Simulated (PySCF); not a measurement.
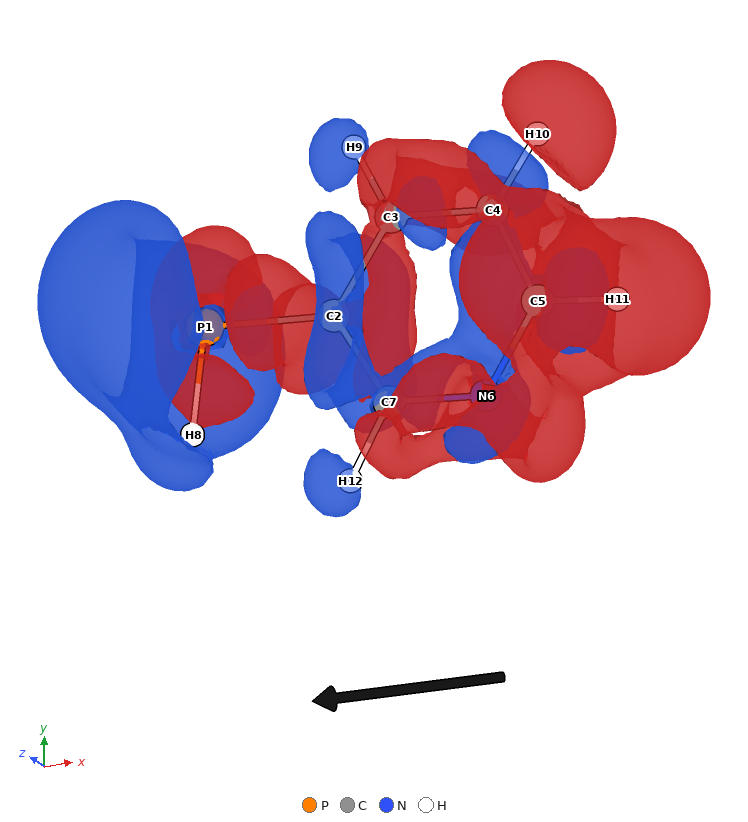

*C5H5NP, charge −1, SMILES `[PH-]c1cccnc1`. Change of the electron density in a uniform field of 0.15 V/Å along −x (arrow), surfaces at ±0.001 e/Å³ (red: gain, blue: loss).*

PySCF calculation, TPSS/6-31+G*, gas phase; geometry: GFN2-xTB. No frequency check shows the geometry to be a minimum. For an anion such functionals hold the outermost electrons too loosely, so the response is rough. The basis has diffuse s and p functions alone, which still leaves polarisabilities too small, most of all across bonds. GFN2-xTB bond lengths at metals and heavier atoms can be off by up to 0.1 Å and shapes distorted, which carries into these values.

The field was applied in both directions; the picture shows the one opposite to the script's first.

What dipole is induced, and what polarisability does it imply?

Answer. The induced dipole is 1.52 D (along the field); α along this axis, from the fields in both directions, is 198 bohr³ (29.4 Å³).
